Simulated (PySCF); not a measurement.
# SOS-MP2/BFD-VTZ (core potential) run of SnNH5 (SMILES [NH2][SnH3])

Aim: the vertical singlet–triplet gap of SnNH5 at SOS-MP2/BFD-VTZ (core potential), from 2 runs. Input form: a Python script.

Program for the calculation: PySCF 2.14.0.

11 further runs of the same task are left out: 1 for a known fault of the program, 1 that didn't finish, 9 set aside as unsound or not needed.

## 1. The molecule

SnNH5 has 7 atoms, charge 0, and is taken as a singlet. As SMILES, `[NH2][SnH3]`. The coordinates come from a PBE0-D4/def2-TZVP relaxation.

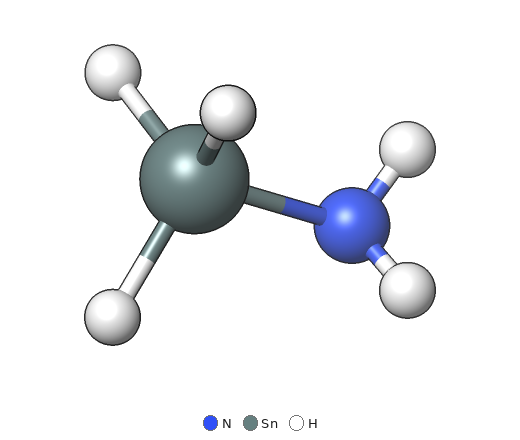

Viewed from a chosen angle; nitrogen blue, tin teal, hydrogen white.

## 2. A single-point energy at SOS-MP2/BFD-VTZ (core potential)

Contents of calc.py:

```python
from pyscf import gto, scf, mp

molecule = gto.M(
    atom='''
N     -0.499600    -1.183300     0.116600
Sn     0.136800     0.730400    -0.135600
H     -0.001800    -1.844500    -0.466500
H     -0.413700    -1.504900     1.072700
H     -0.115800     1.092800    -1.781700
H     -0.836300     1.684400     0.888000
H      1.791700     0.957100     0.260900
''',
    basis='bfd-vtz',
    charge=0,
    ecp='bfd',
    verbose=4,
    max_memory=1860,
)

myscf = scf.RHF(molecule)
myscf.kernel()

pt = mp.MP2(myscf).run()
e_tot = myscf.e_tot + 1.3 * pt.e_corr_os
print('E(%s) = %.9f' % ('SOS-MP2', e_tot))
```

On the command line:

```console
OMP_NUM_THREADS=1 python calc.py
```

Standard output:

```text
PySCF version 2.14.0

[INPUT] num. atoms = 7
[INPUT] num. electrons = 14
[INPUT] charge = 0
[INPUT] spin (= nelec alpha-beta = 2S) = 0
[INPUT] symmetry False subgroup None
[INPUT] Mole.unit = angstrom
[INPUT] Symbol           X                Y                Z      unit          X                Y                Z       unit  Magmom
[INPUT]  1 N     -0.499600000000  -1.183300000000   0.116600000000 AA   -0.944107171833  -2.236112923198   0.220342066124 Bohr   0.0
[INPUT]  2 Sn     0.136800000000   0.730400000000  -0.135600000000 AA    0.258514533841   1.380255961382  -0.256246862491 Bohr   0.0
[INPUT]  3 H     -0.001800000000  -1.844500000000  -0.466500000000 AA   -0.003401507024  -3.485599836760  -0.881557237110 Bohr   0.0
[INPUT]  4 H     -0.413700000000  -1.504900000000   1.072700000000 AA   -0.781779697733  -2.843848844858   2.027109213821 Bohr   0.0
[INPUT]  5 H     -0.115800000000   1.092800000000  -1.781700000000 AA   -0.218830285225   2.065092708925  -3.366925036138 Bohr   0.0
[INPUT]  6 H     -0.836300000000   1.684400000000   0.888000000000 AA   -1.580377957974   3.183054684217   1.678076798614 Bohr   0.0
[INPUT]  7 H      1.791700000000   0.957100000000   0.260900000000 AA    3.385822297383   1.808656873821   0.493029545899 Bohr   0.0

nuclear repulsion = 20.1960403186413
number of shells = 43
number of NR pGTOs = 347
number of NR cGTOs = 123
basis = bfd-vtz
ecp = bfd

******** <class 'pyscf.scf.hf.RHF'> ********
method = RHF
initial guess = minao
damping factor = 0
level_shift factor = 0
DIIS = <class 'pyscf.scf.diis.CDIIS'>
diis_start_cycle = 1
diis_space = 8
diis_damp = 0
SCF conv_tol = 1e-09
SCF conv_tol_grad = None
SCF max_cycles = 50
direct_scf = True
direct_scf_tol = 1e-13
Set gradient conv threshold to 3.16228e-05
Initial guess from minao.
init E= -15.1221543912307
  HOMO = -0.319307811180592  LUMO = 0.0258308909977019  gap/eV = 9.39170
cycle= 1 E= -15.8620623726255  delta_E= -0.74  |g|= 0.359  |ddm|= 3.02
  HOMO = -0.337684553358342  LUMO = 0.102987103666208  gap/eV = 11.99129
cycle= 2 E= -15.8898359706622  delta_E= -0.0278  |g|= 0.189  |ddm|= 0.657
  HOMO = -0.398055457100261  LUMO = 0.100506975025432  gap/eV = 13.56657
cycle= 3 E= -15.8979782531236  delta_E= -0.00814  |g|= 0.0369  |ddm|= 0.253
  HOMO = -0.39028541775559  LUMO = 0.104905365330611  gap/eV = 13.47483
cycle= 4 E= -15.8984493152058  delta_E= -0.000471  |g|= 0.0046  |ddm|= 0.0651
  HOMO = -0.390713943522455  LUMO = 0.104745036438347  gap/eV = 13.48213
cycle= 5 E= -15.8984630043267  delta_E= -1.37e-05  |g|= 0.00105  |ddm|= 0.0119
  HOMO = -0.390846108994104  LUMO = 0.104679359760571  gap/eV = 13.48393
cycle= 6 E= -15.8984639910127  delta_E= -9.87e-07  |g|= 0.000327  |ddm|= 0.00394
  HOMO = -0.390910399223839  LUMO = 0.104681845044869  gap/eV = 13.48575
cycle= 7 E= -15.8984641207253  delta_E= -1.3e-07  |g|= 7.77e-05  |ddm|= 0.00178
  HOMO = -0.390911841507629  LUMO = 0.104676419238389  gap/eV = 13.48564
cycle= 8 E= -15.8984641268893  delta_E= -6.16e-09  |g|= 1.3e-05  |ddm|= 0.000378
  HOMO = -0.390914333726985  LUMO = 0.104677536600076  gap/eV = 13.48574
cycle= 9 E= -15.8984641270588  delta_E= -1.7e-10  |g|= 2.7e-06  |ddm|= 5.36e-05
  HOMO = -0.390914408959924  LUMO = 0.104677354271514  gap/eV = 13.48574
Extra cycle  E= -15.8984641270644  delta_E= -5.57e-12  |g|= 1.26e-06  |ddm|= 6.49e-06
converged SCF energy = -15.8984641270644

******** <class 'pyscf.mp.mp2.RMP2'> ********
nocc = 7, nmo = 123
E(RMP2) = -16.2433411460511  E_corr = -0.344877018986743
E(SCS-RMP2) = -16.2553160187645  E_corr = -0.356851891700129
E_corr(same-spin) = -0.0657698435584191
E_corr(oppo-spin) = -0.279107175428324
E(SOS-MP2) = -16.261303455
```

Run time: 11 s. Hardware: 1 thread of Intel Xeon 6975P-C (Granite Rapids), shared host; peak memory 0.38 GiB.

## 3. The triplet at the same level

Contents of job.py:

```python
from pyscf import gto, scf, mp

mol = gto.M(
    atom='''
N       -0.499600      -1.183300       0.116600
Sn       0.136800       0.730400      -0.135600
H       -0.001800      -1.844500      -0.466500
H       -0.413700      -1.504900       1.072700
H       -0.115800       1.092800      -1.781700
H       -0.836300       1.684400       0.888000
H        1.791700       0.957100       0.260900
''',
    basis='bfd-vtz',
    ecp={'N': 'bfd', 'Sn': 'bfd', 'H': 'bfd'},
    spin=2,
    verbose=4,
    max_memory=1860,
)

calc0 = scf.UHF(mol)
calc0.kernel()
if not calc0.converged:
    calc0 = calc0.newton().run(calc0.mo_coeff, calc0.mo_occ)

pt = mp.MP2(calc0).run()
e_final = calc0.e_tot + 1.3 * pt.e_corr_os
print('E = %.10f Eh' % e_final)
```

On the command line:

```console
OMP_NUM_THREADS=1 python job.py
```

Standard output:

```text
PySCF version 2.14.0

[INPUT] num. atoms = 7
[INPUT] num. electrons = 14
[INPUT] charge = 0
[INPUT] spin (= nelec alpha-beta = 2S) = 2
[INPUT] symmetry False subgroup None
[INPUT] Mole.unit = angstrom
[INPUT] Symbol           X                Y                Z      unit          X                Y                Z       unit  Magmom
[INPUT]  1 N     -0.499600000000  -1.183300000000   0.116600000000 AA   -0.944107171833  -2.236112923198   0.220342066124 Bohr   0.0
[INPUT]  2 Sn     0.136800000000   0.730400000000  -0.135600000000 AA    0.258514533841   1.380255961382  -0.256246862491 Bohr   0.0
[INPUT]  3 H     -0.001800000000  -1.844500000000  -0.466500000000 AA   -0.003401507024  -3.485599836760  -0.881557237110 Bohr   0.0
[INPUT]  4 H     -0.413700000000  -1.504900000000   1.072700000000 AA   -0.781779697733  -2.843848844858   2.027109213821 Bohr   0.0
[INPUT]  5 H     -0.115800000000   1.092800000000  -1.781700000000 AA   -0.218830285225   2.065092708925  -3.366925036138 Bohr   0.0
[INPUT]  6 H     -0.836300000000   1.684400000000   0.888000000000 AA   -1.580377957974   3.183054684217   1.678076798614 Bohr   0.0
[INPUT]  7 H      1.791700000000   0.957100000000   0.260900000000 AA    3.385822297383   1.808656873821   0.493029545899 Bohr   0.0

nuclear repulsion = 20.1960403186413
number of shells = 43
number of NR pGTOs = 347
number of NR cGTOs = 123
basis = bfd-vtz
ecp = {'N': 'bfd', 'Sn': 'bfd', 'H': 'bfd'}

******** <class 'pyscf.scf.uhf.UHF'> ********
method = UHF
initial guess = minao
damping factor = 0
level_shift factor = 0
DIIS = <class 'pyscf.scf.diis.CDIIS'>
diis_start_cycle = 1
diis_space = 8
diis_damp = 0
SCF conv_tol = 1e-09
SCF conv_tol_grad = None
SCF max_cycles = 50
direct_scf = True
direct_scf_tol = 1e-13
number electrons alpha = 8  beta = 6
Set gradient conv threshold to 3.16228e-05
init E= -15.1221543912307
[... the frontier-level lines of each cycle are left out ...]


cycle= 1 E= -15.6488245888922  delta_E= -0.527  |g|= 0.198  |ddm|= 3.14
cycle= 2 E= -15.6994742958329  delta_E= -0.0506  |g|= 0.0911  |ddm|= 0.511
cycle= 3 E= -15.7137244672772  delta_E= -0.0143  |g|= 0.043  |ddm|= 0.282
cycle= 4 E= -15.7180441157255  delta_E= -0.00432  |g|= 0.0208  |ddm|= 0.178
cycle= 5 E= -15.7193676322616  delta_E= -0.00132  |g|= 0.0105  |ddm|= 0.11
cycle= 6 E= -15.7197453675764  delta_E= -0.000378  |g|= 0.00541  |ddm|= 0.0714
cycle= 7 E= -15.7198527846986  delta_E= -0.000107  |g|= 0.00203  |ddm|= 0.0476
cycle= 8 E= -15.7198656328902  delta_E= -1.28e-05  |g|= 0.00083  |ddm|= 0.0119
cycle= 9 E= -15.71986810555  delta_E= -2.47e-06  |g|= 0.000419  |ddm|= 0.00724
cycle= 10 E= -15.719868933549  delta_E= -8.28e-07  |g|= 0.000214  |ddm|= 0.00802
cycle= 11 E= -15.7198691322201  delta_E= -1.99e-07  |g|= 0.000109  |ddm|= 0.0035
cycle= 12 E= -15.7198691877974  delta_E= -5.56e-08  |g|= 5.4e-05  |ddm|= 0.00163
cycle= 13 E= -15.7198692006555  delta_E= -1.29e-08  |g|= 2.86e-05  |ddm|= 0.000373
cycle= 14 E= -15.7198692049733  delta_E= -4.32e-09  |g|= 1.23e-05  |ddm|= 0.000222
cycle= 15 E= -15.7198692058265  delta_E= -8.53e-10  |g|= 5.03e-06  |ddm|= 0.000159
Extra cycle  E= -15.7198692058998  delta_E= -7.33e-11  |g|= 3.67e-06  |ddm|= 3.09e-05
converged SCF energy = -15.7198692058998  <S^2> = 2.0155132  2S+1 = 3.0103244

******** <class 'pyscf.mp.ump2.UMP2'> ********
nocc = (np.int64(8), np.int64(6)), nmo = (123, 123)
E(UMP2) = -16.0311087164707  E_corr = -0.311239510570916
E(SCS-UMP2) = -16.0403241701875  E_corr = -0.320454964287725
E_corr(same-spin) = -0.0611912866123541
E_corr(oppo-spin) = -0.250048223958562
E = -16.0449318970 Eh
```

Wall time 14 s (1 thread of Intel Xeon 6975P-C (Granite Rapids), shared host); peak memory 0.4 GiB.

## 4. Outcome

Level: SOS-MP2/BFD-VTZ (core potential).

| quantity | value |
| --- | --- |
| singlet: total energy | -16.26130 Eh |
| singlet: dipole moment (Hartree–Fock density) | 1.19 D |
| singlet: HOMO energy (Hartree–Fock orbitals) | -10.64 eV |
| singlet: LUMO energy (Hartree–Fock orbitals) | 2.85 eV |
| singlet: HOMO–LUMO gap (Hartree–Fock orbitals) | 13.49 eV |
| singlet: correlation energy | -362.8 mEh |
| triplet: total energy | -16.04493 Eh |
| triplet: dipole moment (Hartree–Fock density) | 4.01 D |
| triplet: HOMO energy (Hartree–Fock orbitals) (highest over α and β) | -3.70 eV |
| triplet: LUMO energy (Hartree–Fock orbitals) (lowest over α and β) | -0.14 eV |
| triplet: correlation energy | -325.1 mEh |
| triplet: ⟨S²⟩ of the reference determinant | 2.016 |
| vertical energy of the triplet above the singlet | 5.888 eV |

At this shape the triplet lies 5.89 eV (568 kJ/mol) above the singlet.
